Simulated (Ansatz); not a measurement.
# AlHSCl (SMILES [SH][Al][Cl]): U-wB97X/STO-3G

Aim: the vertical doublet–quartet gap of AlHSCl at U-wB97X/STO-3G, from 2 runs. 

The calculation is run with Ansatz 0.2.0.

73 further runs of the same task are left out: 8 that didn't finish, 65 set aside as unsound or not needed.

## 1. Starting point

The species is AlHSCl (4 atoms), meant as a doublet with charge 0. As SMILES, `[SH][Al][Cl]`. Geometry: relaxed at PBE0-D4/def2-TZVP.

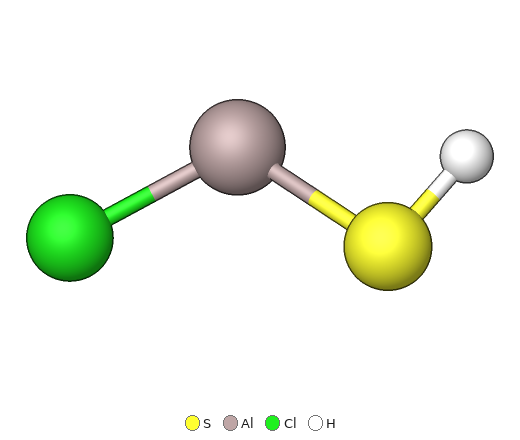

Viewed from a chosen angle; sulfur yellow, aluminium light grey, chlorine green, hydrogen white.

## 2. The energy at U-wB97X/STO-3G

Input file molecule.yaml:

```yaml
crystal:
  periodic: [false, false, false]
  atoms:
    - {symbol: S, position_ang: [0.439800, 0.984900, -0.744700]}
    - {symbol: Al, position_ang: [-0.394100, -0.525900, 0.609100]}
    - {symbol: Cl, position_ang: [0.226200, -2.507400, 0.251000]}
    - {symbol: H, position_ang: [-0.216400, 1.988100, -0.135600]}
basis:
  gaussian: {orbitals: STO-3G}
magnetization: {spin_polarized: true, initial_magnetization: 1}
hamiltonian: {xc: {name: wB97X}}
accuracy: high
```

Command:

```console
$ ansatz run molecule.yaml --threads 1 --pin off --max-ram 2610MiB --events-out events.jsonl --progress --plain --runs-dir runs
```

Standard output:

```text
Warning: RAYON_NUM_THREADS=1 ignored (pool sized by the plan → 1); use --threads N
Functional definition: wB97X
  name "wB97X"
  parameter omega = 0.3/bohr
  parameter cx = 0.157706
  parameter cx1 = 0.726479
  parameter cx2 = 1.04760
  parameter cx3 = -5.70635
  parameter cx4 = 13.2794
  parameter css1 = -4.33879
  parameter css2 = 18.2308
  parameter css3 = -31.7430
  parameter css4 = 17.2901
  parameter cos1 = 2.37031
  parameter cos2 = -11.3995
  parameter cos3 = 6.58405
  parameter cos4 = -3.78132
  exchange = spin_sum(e_x_unif_sr(omega)*poly(b97_u_x, 1 - cx, cx1, cx2, cx3, cx4)) + cx*exact_x_sr(omega)
      + exact_x_lr(omega)
  correlation = spin_sum(e_c_pw_same_spin*poly(b97_u_same, 1, css1, css2, css3, css4))
      + integral(e_c_pw_opposite_spin*poly(b97_u_opposite, 1, cos1, cos2, cos3, cos4))
501 factors; integrals over basis functions are off by at most 4.8e-9 eV
167 factors; integrals over basis functions are off by at most 1.2e-9 eV
mean field evaluation 1: about -29634.3438 eV, gradient 1.5e1 eV
mean field evaluation 2: about -29636.2171 eV, gradient 7.0e0 eV
mean field evaluation 4: about -29636.6340 eV, gradient 3.6e-1 eV
mean field evaluation 8: about -29636.6237 eV, gradient 8.3e-3 eV
mean field evaluation 16: about -29636.6237 eV, gradient 2.7e-6 eV
mean field -29636.62373234 eV, -1089.1258337384 hartree, gradient 7.4e-8 eV, S^2 0.753496; 0 other end points of the search recorded, 0 dependent functions left out
reference -29636.62373095 eV, -1089.1258336873 hartree; 24, 23 occupied and 4, 5 virtual orbitals, 501 factors
Total energy: -29636.62373095 eV, -1089.1258336873 hartree
```

It took 13 s on 1 thread of Arm Neoverse V1, shared host; peak memory 0.48 GiB.

## 3. The quartet

Input file input.yaml:

```yaml
crystal:
  periodic: [false, false, false]
  atoms:
    - symbol: S
      position_ang: [0.439800, 0.984900, -0.744700]
    - symbol: Al
      position_ang: [-0.394100, -0.525900, 0.609100]
    - symbol: Cl
      position_ang: [0.226200, -2.507400, 0.251000]
    - symbol: H
      position_ang: [-0.216400, 1.988100, -0.135600]
basis:
  gaussian:
    orbitals: STO-3G
magnetization:
  spin_polarized: true
  initial_magnetization: 3
hamiltonian:
  xc: {name: wB97X}
accuracy: high
```

Command:

```console
$ ansatz run input.yaml --threads 1 --pin off --max-ram 2610MiB --events-out events.jsonl --progress --plain --runs-dir runs
```

Standard output, shortened:

```text
Warning: RAYON_NUM_THREADS=1 ignored (pool sized by the plan → 1); use --threads N
[... 2 set-up lines as earlier in the session ...]
[...]
      + exact_x_lr(omega)
[...]
      + integral(e_c_pw_opposite_spin*poly(b97_u_opposite, 1, cos1, cos2, cos3, cos4))
501 factors; integrals over basis functions are off by at most 4.8e-9 eV
167 factors; integrals over basis functions are off by at most 1.2e-9 eV
[...]
mean field -29630.06780156 eV, -1088.8849077262 hartree, gradient 1.7e-8 eV, S^2 3.751435; 2 other end points of the search recorded, 0 dependent functions left out
reference -29630.06780043 eV, -1088.8849076846 hartree; 25, 22 occupied and 3, 6 virtual orbitals, 501 factors
Total energy: -29630.06780043 eV, -1088.8849076846 hartree
```

Run time: 17 s. Hardware: 1 thread of Arm Neoverse V1, shared host; peak memory 0.48 GiB.

## 4. Outcome

Level: U-wB97X/STO-3G.

| quantity | value |
| --- | --- |
| doublet: total energy | -1089.12583 Eh |
| doublet: ⟨S²⟩ | 0.753 |
| quartet: total energy | -1088.88491 Eh |
| quartet: ⟨S²⟩ | 3.751 |
| vertical energy of the quartet above the doublet | 6.556 eV |

What this shows: At this shape the quartet lies 6.56 eV (633 kJ/mol) above the doublet. In a minimal basis such a difference can be off by several eV, whatever the method.
